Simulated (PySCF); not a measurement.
```xyz
2

Cs    0.0000    0.0000   -2.5502
Ba    0.0000    0.0000    2.4578
```

The calculation used PySCF, PBE0/x2c-TZVPall, spin-free X2C-1e, Gaussian nucleus, at a bond length of 5.008 Å.

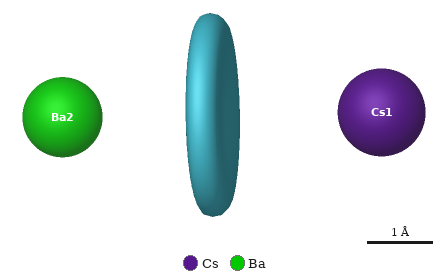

CsBa (doublet). Isosurface of the ELF at 0.75 (cyan), seen from one side. Core shells and regions of very low density are left out.

Where are the electrons localised?

The ELF exceeds this value in one lobe of the valence shell of Ba pointing towards Cs (polar bonds). Along the contacts the grid gives the following.
